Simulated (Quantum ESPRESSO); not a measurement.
Band structure of Si3N4 (P6_3/m, 14 atoms in the cell).

```yaml
crystal:
  lattice:
    - [7.59617, 0.00000, 0.00000]
    - [-3.79809, 6.57848, 0.00000]
    - [0.00000, 0.00000, 2.90200]
  atoms:
    - { symbol: Si, position: [0.23108, 0.82495, 0.75000] }
    - { symbol: Si, position: [0.76892, 0.17505, 0.25000] }
    - { symbol: Si, position: [0.40613, 0.23108, 0.25000] }
    - { symbol: Si, position: [0.59387, 0.76892, 0.75000] }
    - { symbol: Si, position: [0.17505, 0.40613, 0.75000] }
    - { symbol: Si, position: [0.82495, 0.59387, 0.25000] }
    - { symbol: N, position: [0.33333, 0.66667, 0.75000] }
    - { symbol: N, position: [0.66667, 0.33333, 0.25000] }
    - { symbol: N, position: [0.96919, 0.66985, 0.75000] }
    - { symbol: N, position: [0.03081, 0.33015, 0.25000] }
    - { symbol: N, position: [0.29934, 0.96919, 0.25000] }
    - { symbol: N, position: [0.70066, 0.03081, 0.75000] }
    - { symbol: N, position: [0.33015, 0.29934, 0.75000] }
    - { symbol: N, position: [0.66985, 0.70066, 0.25000] }
```

Method: PBE, GBRV 1.5 ultrasoft (PBE) pseudopotentials (plane waves; Quantum ESPRESSO).

Settings: ecutwfc = 40 Ry; ecutrho = 200 Ry; occupations = fixed; potentials = {Si: si_pbe_v1.uspp.F.UPF, N: n_pbe_v1.2.uspp.F.UPF}; K_POINTS = automatic 4 4 8 0 0 0; nbnd = 38; conv_thr = 1e-08 Ry; mixing_beta = 0.4.

The starting cell comes from a database of computed structures (which also holds hypothetical and non-ambient phases and stackings), without a prior relaxation at this level. Its lattice was rescaled by a random factor within 2.5 % of one.

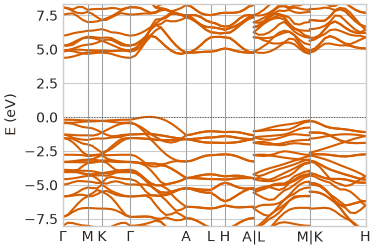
Figure: Bands along the path, energies from the top of the valence band on the SCF mesh.

Problem. Read off roughly the gap and where its edges lie.

Solution. The gap along the path is about 4.3 eV (computed: 4.35 eV), from a point between Γ and A to Γ; the smallest direct gap on it is 4.56 eV.

Levels in eV from the top of the valence band on the SCF mesh, bands 29 to 36:
```json
[
 {"point": "Γ", "29": "-1.28", "30": "-0.45", "31": "-0.38", "32": "-0.19", "33": "4.37", "34": "4.83", "35": "4.94", "36": "4.94"},
 {"point": "M", "29": "-1.34", "30": "-0.77", "31": "-0.32", "32": "-0.25", "33": "4.67", "34": "4.76", "35": "4.92", "36": "5.34"},
 {"point": "K", "29": "-1.14", "30": "-1.14", "31": "-0.28", "32": "-0.28", "33": "4.75", "34": "4.90", "35": "4.90", "36": "5.63"},
 {"point": "A", "29": "-1.62", "30": "-1.62", "31": "-1.33", "32": "-1.33", "33": "4.74", "34": "4.74", "35": "4.74", "36": "4.74"},
 {"point": "L", "29": "-1.50", "30": "-1.50", "31": "-1.04", "32": "-1.04", "33": "4.83", "34": "4.83", "35": "5.89", "36": "5.89"},
 {"point": "H", "29": "-1.40", "30": "-1.40", "31": "-1.10", "32": "-1.10", "33": "5.06", "34": "5.06", "35": "5.88", "36": "5.88"}
]
```
